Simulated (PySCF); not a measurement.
## Run report: MoO$_{2}$, frequency calculation

- system: MoO$_{2}$
- method: RKS-based PBE0, Mo def2-TZVP with ECP28, O def2-TZVP; non-relativistic Hamiltonian with a scalar-relativistic core potential; density fitting (PySCF 2.14.0)

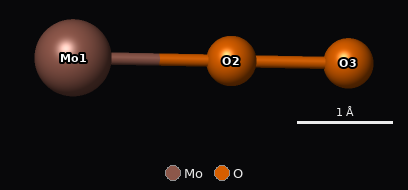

**Figure 1.** The input geometry (ball-and-stick view, seen at a tilt; atoms are numbered from 1 in the order of the input). Sticks mark near contacts. Bond lengths as drawn: Mo–O 1.69 Å and O–O 1.25 Å.

Results in brief

| quantity | value |
| --- | --- |
| outcome | converged |
| total energy | −218.289904 hartree |
| HOMO | −5.74 eV |
| LUMO | −3.31 eV |
| zero-point energy | 0.005796 hartree |
| dipole moment | 5.12 D |
| wavenumbers, lowest and highest | 246 and 1401 cm⁻¹ |
| hardware | 2 threads of Arm Neoverse V2, 24 GiB of memory available, shared host |
| wall time | 21 s (CPU time 38 s) |
| peak memory | 0.99 GiB |

Remarks

The run takes a singlet; with an open-shell metal another spin state may lie lower.

Input
```python
from pyscf import gto, scf, dft
mol = gto.M(atom='''
Mo    -0.226581    -0.000000    -0.524963
O      0.445027     0.000000     1.031079
O      0.941889     0.000000     2.182255''',
    basis={'Mo': 'def2-TZVP', 'O': 'def2-TZVP'},
    ecp={'Mo': 'def2-TZVP'},
    charge=0, spin=0)
mf = dft.RKS(mol, xc='PBE0')
mf.grids.atom_grid = (75, 302)
aux = {'Mo': 'def2-universal-JKFIT', 'O': 'def2-universal-JKFIT'}
mf = mf.density_fit(auxbasis=aux)
mf.conv_tol = 1e-09
mf.diis_space = 10
mf.max_cycle = 60
mf.verbose = 4
mf.kernel()
```

The script is an equivalent of the set-up of the self-consistent field. The run itself was carried out by a driver, which started from the orbitals of the step before it where there was one and computed the further properties.

Run as:
```bash
OMP_NUM_THREADS=2 python axn.py task.json out
```

Output
```
init E= -218.289903521001
  HOMO = -0.211105045987047  LUMO = -0.121592902274582  gap/eV = 2.43575
cycle= 1 E= -218.289903517239  delta_E= 3.76e-09  |g|= 0.000132  |ddm|= 8.79e-05
  HOMO = -0.211083565310442  LUMO = -0.121559547499572  gap/eV = 2.43607
cycle= 2 E= -218.28990340787  delta_E= 1.09e-07  |g|= 0.000713  |ddm|= 0.000471
  HOMO = -0.211101484989371  LUMO = -0.12158742601466  gap/eV = 2.43580
cycle= 3 E= -218.289903521127  delta_E= -1.13e-07  |g|= 7.37e-06  |ddm|= 0.000396
  HOMO = -0.211101576702081  LUMO = -0.1215875308019  gap/eV = 2.43580
cycle= 4 E= -218.289903521136  delta_E= -8.81e-12  |g|= 3.24e-07  |ddm|= 2.9e-06
  HOMO = -0.211101647886665  LUMO = -0.121587644099119  gap/eV = 2.43580
Extra cycle  E= -218.289903521136  delta_E=    0  |g|= 9.49e-07  |ddm|= 8.87e-07
converged SCF energy = -218.289903521136
```

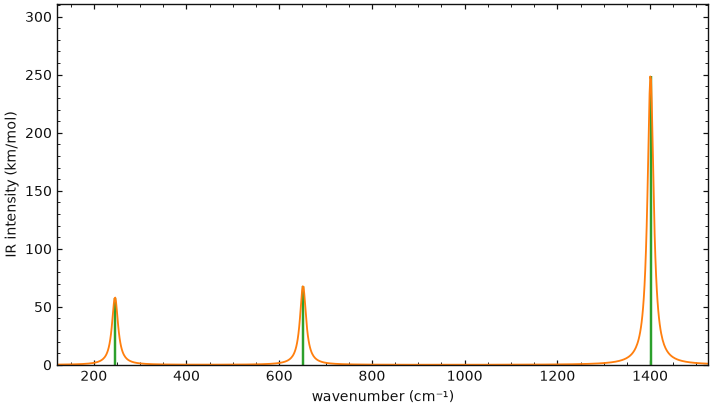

**Figure 2.** Harmonic infrared spectrum, unscaled: sticks (degenerate modes added up, dark ones marked on the axis) with a Lorentzian envelope of 16 cm⁻¹ full width, scaled to the tallest stick. 4 modes from 246 to 1401 cm⁻¹, none imaginary. The strongest line is at 1401 cm⁻¹ (249 km/mol). All modes, in cm⁻¹ (km/mol): 246 (29), 246 (29), 651 (68), 1401 (249).

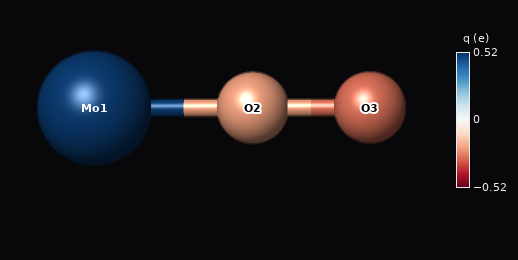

**Figure 3.** Mulliken charges, as the colour of each atom (ball-and-stick view, seen on its broad side; atoms are numbered from 1 in the order of the input). By element: Mo +0.49 and O −0.28 to −0.21 e.
